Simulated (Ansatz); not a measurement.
# C5H12S (SMILES CCSC(C)C): levels of theory compared

Wanted: a comparison of 6 runs (HF/STO-3G, HF/6-31G*, B2PLYP/6-31G*, revPBE/6-31G*, B3LYP/6-31G*, CCSD(T)/6-31G*) of C5H12S. 

The results are computed with Ansatz 0.2.0.

43 further runs of the same task are left out: 43 set aside as unsound or not needed. Runs told in other sessions of the task aren't counted.

## Step 1: The molecule

C5H12S: 18 atoms, total charge 0, spin state singlet. SMILES: `CCSC(C)C`. The C2–S3 distance was set to 2.710 Å, away from the relaxed value. At this shape a bond of the SMILES string is far longer than usual.

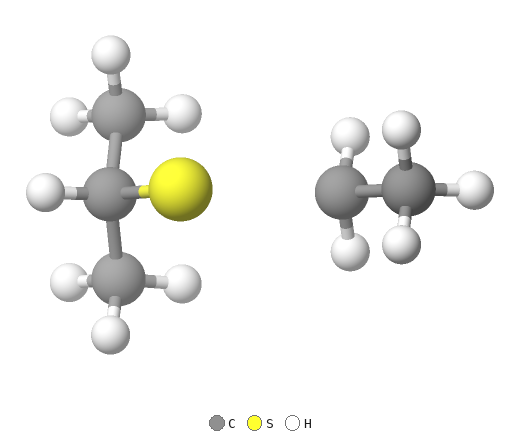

Viewed from a chosen angle; carbon grey, sulfur yellow, hydrogen white.

## Step 2: A single-point energy at HF/STO-3G (run 1)

File job.yaml:

```yaml
crystal:
  periodic: [false, false, false]
  atoms:
    - symbol: C
      position_ang: [1.397434, 0.588925, 3.073841]
    - symbol: C
      position_ang: [0.914794, 0.969175, 1.686681]
    - symbol: S
      position_ang: [-0.101150, -1.235380, 0.481510]
    - symbol: C
      position_ang: [-0.616320, -0.611270, -1.147910]
    - symbol: C
      position_ang: [0.552210, -0.130210, -1.990990]
    - symbol: C
      position_ang: [-1.725380, 0.422990, -1.059280]
    - symbol: H
      position_ang: [1.811994, 1.461525, 3.583861]
    - symbol: H
      position_ang: [0.578444, 0.197565, 3.681071]
    - symbol: H
      position_ang: [2.174684, -0.176505, 3.023111]
    - symbol: H
      position_ang: [0.143954, 1.740295, 1.753581]
    - symbol: H
      position_ang: [1.743164, 1.363845, 1.093941]
    - symbol: H
      position_ang: [-1.023660, -1.520240, -1.603940]
    - symbol: H
      position_ang: [0.213600, 0.116760, -3.001780]
    - symbol: H
      position_ang: [1.328380, -0.893270, -2.062020]
    - symbol: H
      position_ang: [0.999020, 0.773390, -1.568980]
    - symbol: H
      position_ang: [-1.367150, 1.348910, -0.602590]
    - symbol: H
      position_ang: [-2.563980, 0.053120, -0.467920]
    - symbol: H
      position_ang: [-2.089490, 0.674430, -2.060050]
basis:
  gaussian:
    orbitals: STO-3G
output:
  orbitals: {seedname: orbitals}
accuracy: high
hamiltonian:
  xc: hf
```

Command:

```
$ ansatz run job.yaml --threads 1 --pin off --max-ram 3480MiB --events-out events.jsonl --progress --plain --runs-dir runs
```

The log of the run:

```text
Warning: RAYON_NUM_THREADS=1 ignored (pool sized by the plan → 1); use --threads N
Functional definition: HF
  name "HF"
  exchange = exact_x
  correlation = 0
988 factors; integrals over basis functions are off by at most 1.6e-8 eV
mean field evaluation 1: about -15969.7827 eV, gradient 2.7e1 eV
mean field evaluation 2: about -15970.1053 eV, gradient 2.7e1 eV
mean field evaluation 4: about -15974.1011 eV, gradient 2.7e0 eV
mean field evaluation 8: about -15974.1371 eV, gradient 6.0e-5 eV
mean field -15974.13278526 eV, -587.0385522020 hartree, gradient 1.2e-8 eV, S^2 0.000000; 0 other end points of the search recorded, 0 dependent functions left out
reference -15974.13278526 eV, -587.0385522020 hartree; 29, 29 occupied and 17, 17 virtual orbitals, 988 factors
Total energy: -15974.13278526 eV, -587.0385522020 hartree
```

Wall time 1.5 s (1 thread of Intel Xeon Platinum 8259CL at 2.50GHz (Skylake/Cascade Lake), shared host); peak memory 0.12 GiB.

## Step 3: A single-point energy at HF/6-31G(d) (spherical functions) (run 2)

File in.yaml:

```yaml
crystal:
  periodic: [false, false, false]
  atoms:
    - {symbol: C, position_ang: [1.397434, 0.588925, 3.073841]}
    - {symbol: C, position_ang: [0.914794, 0.969175, 1.686681]}
    - {symbol: S, position_ang: [-0.101150, -1.235380, 0.481510]}
    - {symbol: C, position_ang: [-0.616320, -0.611270, -1.147910]}
    - {symbol: C, position_ang: [0.552210, -0.130210, -1.990990]}
    - {symbol: C, position_ang: [-1.725380, 0.422990, -1.059280]}
    - {symbol: H, position_ang: [1.811994, 1.461525, 3.583861]}
    - {symbol: H, position_ang: [0.578444, 0.197565, 3.681071]}
    - {symbol: H, position_ang: [2.174684, -0.176505, 3.023111]}
    - {symbol: H, position_ang: [0.143954, 1.740295, 1.753581]}
    - {symbol: H, position_ang: [1.743164, 1.363845, 1.093941]}
    - {symbol: H, position_ang: [-1.023660, -1.520240, -1.603940]}
    - {symbol: H, position_ang: [0.213600, 0.116760, -3.001780]}
    - {symbol: H, position_ang: [1.328380, -0.893270, -2.062020]}
    - {symbol: H, position_ang: [0.999020, 0.773390, -1.568980]}
    - {symbol: H, position_ang: [-1.367150, 1.348910, -0.602590]}
    - {symbol: H, position_ang: [-2.563980, 0.053120, -0.467920]}
    - {symbol: H, position_ang: [-2.089490, 0.674430, -2.060050]}
basis:
  gaussian: {orbitals: 6-31G_st_-spherical.json}
hamiltonian: {xc: hf}
accuracy: high
output: {orbitals: {seedname: orbitals}}
```

The basis set 6-31G* is read from a file made from the Basis Set Exchange's data (not shown).

Command:

```
$ ansatz run in.yaml --threads 1 --pin off --max-ram 3480MiB --events-out events.jsonl --progress --plain --runs-dir runs
```

The log of the run:

```text
Warning: RAYON_NUM_THREADS=1 ignored (pool sized by the plan → 1); use --threads N
[... 4 set-up lines as earlier in the session ...]
2872 factors; integrals over basis functions are off by at most 4.7e-8 eV
mean field evaluation 1: about -16153.1319 eV, gradient 3.0e1 eV
mean field evaluation 2: about -16153.1301 eV, gradient 3.0e1 eV
mean field evaluation 4: about -16156.2136 eV, gradient 4.3e0 eV
mean field evaluation 8: about -16156.2802 eV, gradient 4.2e-4 eV
mean field -16156.28015473 eV, -593.7323445663 hartree, gradient 2.8e-8 eV, S^2 0.000000; 0 other end points of the search recorded, 0 dependent functions left out
reference -16156.28015473 eV, -593.7323445663 hartree; 29, 29 occupied and 83, 83 virtual orbitals, 2872 factors
Total energy: -16156.28015473 eV, -593.7323445663 hartree
```

Run time: 9.6 s. Hardware: 1 thread of Intel Xeon Platinum 8259CL at 2.50GHz (Skylake/Cascade Lake), shared host; peak memory 0.45 GiB.

Run 3 isn't shown in full; the table further down has it.

## Step 4: The energy at revPBE/6-31G(d) (spherical functions) (run 4)

File job.yaml:

```yaml
crystal:
  periodic: [false, false, false]
  atoms:
    - {symbol: C, position_ang: [1.397434, 0.588925, 3.073841]}
    - {symbol: C, position_ang: [0.914794, 0.969175, 1.686681]}
    - {symbol: S, position_ang: [-0.101150, -1.235380, 0.481510]}
    - {symbol: C, position_ang: [-0.616320, -0.611270, -1.147910]}
    - {symbol: C, position_ang: [0.552210, -0.130210, -1.990990]}
    - {symbol: C, position_ang: [-1.725380, 0.422990, -1.059280]}
    - {symbol: H, position_ang: [1.811994, 1.461525, 3.583861]}
    - {symbol: H, position_ang: [0.578444, 0.197565, 3.681071]}
    - {symbol: H, position_ang: [2.174684, -0.176505, 3.023111]}
    - {symbol: H, position_ang: [0.143954, 1.740295, 1.753581]}
    - {symbol: H, position_ang: [1.743164, 1.363845, 1.093941]}
    - {symbol: H, position_ang: [-1.023660, -1.520240, -1.603940]}
    - {symbol: H, position_ang: [0.213600, 0.116760, -3.001780]}
    - {symbol: H, position_ang: [1.328380, -0.893270, -2.062020]}
    - {symbol: H, position_ang: [0.999020, 0.773390, -1.568980]}
    - {symbol: H, position_ang: [-1.367150, 1.348910, -0.602590]}
    - {symbol: H, position_ang: [-2.563980, 0.053120, -0.467920]}
    - {symbol: H, position_ang: [-2.089490, 0.674430, -2.060050]}
basis:
  gaussian: {orbitals: 6-31G_st_-spherical.json}
hamiltonian: {xc: {name: revPBE}}
accuracy: high
output: {orbitals: {seedname: orbitals}}
```

The basis set 6-31G* is read from a file made from the Basis Set Exchange's data (not shown).

Command:

```
$ ansatz run job.yaml --threads 1 --pin off --max-ram 3480MiB --events-out events.jsonl --progress --plain --runs-dir runs
```

The log of the run:

```text
Warning: RAYON_NUM_THREADS=1 ignored (pool sized by the plan → 1); use --threads N
Functional definition: revPBE
  name "revPBE"
  parameter kappa = 1.245
  parameter beta = 0.06672455060314922
  exchange = pbe_x(kappa = kappa, mu = beta*pi^2/3)
  correlation = pbe_c(beta = beta)
2872 factors; integrals over basis functions are off by at most 4.7e-8 eV
mean field evaluation 1: about -16195.4056 eV, gradient 7.6e1 eV
mean field evaluation 2: about -16167.4313 eV, gradient 1.2e2 eV
mean field evaluation 4: about -16208.9309 eV, gradient 1.8e1 eV
mean field evaluation 8: about -16210.2268 eV, gradient 6.1e-1 eV
mean field evaluation 16: about -16210.2032 eV, gradient 5.5e-4 eV
mean field -16210.20323370 eV, -595.7139811680 hartree, gradient 4.0e-8 eV, S^2 0.000000; 0 other end points of the search recorded, 0 dependent functions left out
reference -16210.20323755 eV, -595.7139813094 hartree; 29, 29 occupied and 83, 83 virtual orbitals, 2872 factors
Total energy: -16210.20323755 eV, -595.7139813094 hartree
```

It took 20 s on 1 thread of Intel Xeon Platinum 8259CL at 2.50GHz (Skylake/Cascade Lake), shared host; peak memory 0.4 GiB.

Run 5 isn't shown in full; the table further down has it.

## Step 5: A single-point energy at CCSD(T)/6-31G(d) (spherical functions) (run 6)

File molecule.yaml:

```yaml
basis:
  gaussian:
    orbitals: 6-31G_st_-spherical.json
crystal:
  periodic: [false, false, false]
  atoms:
    - symbol: C
      position_ang: [1.397434, 0.588925, 3.073841]
    - symbol: C
      position_ang: [0.914794, 0.969175, 1.686681]
    - symbol: S
      position_ang: [-0.101150, -1.235380, 0.481510]
    - symbol: C
      position_ang: [-0.616320, -0.611270, -1.147910]
    - symbol: C
      position_ang: [0.552210, -0.130210, -1.990990]
    - symbol: C
      position_ang: [-1.725380, 0.422990, -1.059280]
    - symbol: H
      position_ang: [1.811994, 1.461525, 3.583861]
    - symbol: H
      position_ang: [0.578444, 0.197565, 3.681071]
    - symbol: H
      position_ang: [2.174684, -0.176505, 3.023111]
    - symbol: H
      position_ang: [0.143954, 1.740295, 1.753581]
    - symbol: H
      position_ang: [1.743164, 1.363845, 1.093941]
    - symbol: H
      position_ang: [-1.023660, -1.520240, -1.603940]
    - symbol: H
      position_ang: [0.213600, 0.116760, -3.001780]
    - symbol: H
      position_ang: [1.328380, -0.893270, -2.062020]
    - symbol: H
      position_ang: [0.999020, 0.773390, -1.568980]
    - symbol: H
      position_ang: [-1.367150, 1.348910, -0.602590]
    - symbol: H
      position_ang: [-2.563980, 0.053120, -0.467920]
    - symbol: H
      position_ang: [-2.089490, 0.674430, -2.060050]
correlation:
  method: ccsd_t
  frozen_orbitals: {C: 1, H: 0, S: 5}
accuracy: high
scf:
  omitted_lower_state_checks: [cluster_reference, increment]
```

The basis set 6-31G* is read from a file made from the Basis Set Exchange's data (not shown).

Command:

```
$ ansatz run molecule.yaml --threads 1 --pin off --max-ram 3480MiB --events-out events.jsonl --progress --plain --runs-dir runs
```

The log of the run (excerpt; [...] marks lines left out):

```text
Warning: RAYON_NUM_THREADS=1 ignored (pool sized by the plan → 1); use --threads N
[... 2 set-up lines as earlier in the session ...]
[...]
2872 factors; integrals over basis functions are off by at most 4.7e-8 eV
[...]
mean field -16156.28015473 eV, -593.7323445663 hartree, gradient 2.8e-8 eV, S^2 0.000000; 0 other end points of the search recorded, 0 dependent functions left out; unrestricted orbitals would lower it
10 core orbitals not correlated: weight in the atoms' cores, before any rotation towards them, 1.000 or more for the frozen orbitals, at most 0.000 for the correlated occupied ones
reference -16156.28015473 eV, -593.7323445663 hartree; 19, 19 occupied and 83, 83 virtual orbitals, 2872 factors
second order -21.43385872 eV of doubles, -0.00000000 eV of singles
cycle   1  -22.71787473 eV  change    -1.3e0 eV  update   1.3e-1
[...]
cycle  27  -23.70312394 eV  change   8.7e-10 eV  update   3.6e-9
perturbative correction -0.87385538 eV, -0.0321135929 hartree
Total energy: -16180.85713405 eV, -594.6355318974 hartree
Checks for a lower state left out: cluster_reference, increment
```

Wall time 84 s (1 thread of Intel Xeon Platinum 8259CL at 2.50GHz (Skylake/Cascade Lake), shared host); peak memory 1.1 GiB.

## Step 6: All runs side by side

| run | level | frozen core orbitals | Cartesian functions | energy (Eh) | HOMO energy (eV) | LUMO energy (eV) | HOMO–LUMO gap (eV) | wall time |
| --- | --- | --- | --- | --- | --- | --- | --- | --- |
| 1 | HF/STO-3G | – | no | -587.038552 | -5.79 | 3.99 | 9.77 | 1.5 s |
| 2 | HF/6-31G* (spherical functions) | – | no | -593.732345 | -8.80 | 1.17 | 9.97 | 9.6 s |
| 3 | B2PLYP/6-31G* (spherical functions) | 10 | no | -595.429855 | -7.01 | -1.08 | 5.93 | 27 s |
| 4 | revPBE/6-31G* (spherical functions) | – | no | -595.713981 | -4.64 | -3.13 | 1.52 | 20 s |
| 5 | B3LYP/6-31G* (Cartesian functions) | – | yes | -595.875880 | -5.70 | -2.55 | 3.15 | 22 s |
| 6 | CCSD(T)/6-31G* (spherical functions) | 10 | no | -594.635532 | – | – | – | 84 s |

## Step 7: Outcome

| quantity | value |
| --- | --- |
| run 6: total energy | -594.63553 Eh |
| run 6: correlation energy (10 core orbitals frozen) | -903.2 mEh |
| run 6: (T) correction | -32.11 mEh |
| run 6: T1 diagnostic | 0.017 |

What this shows: Over runs 1, 2, 3, 4, 5 the HOMO–LUMO gap runs from 1.52 eV (revPBE/6-31G*) to 9.97 eV (HF/6-31G*). Exact exchange widens orbital gaps. Totals of different functionals can't be ranked against each other. In runs 3, 6 the log says that unrestricted orbitals would lower the reference, so the values rest on an unstable closed-shell determinant (other closed-shell runs at this shape may share the fault). In run 1 the basis is minimal, so the values are rough. In all runs a closed-shell determinant meets a far-stretched bond; if it breaks into open shells, such a determinant describes it badly, and no broken-symmetry solution was shown. All runs together took 2.7 min, the longest 84 s.
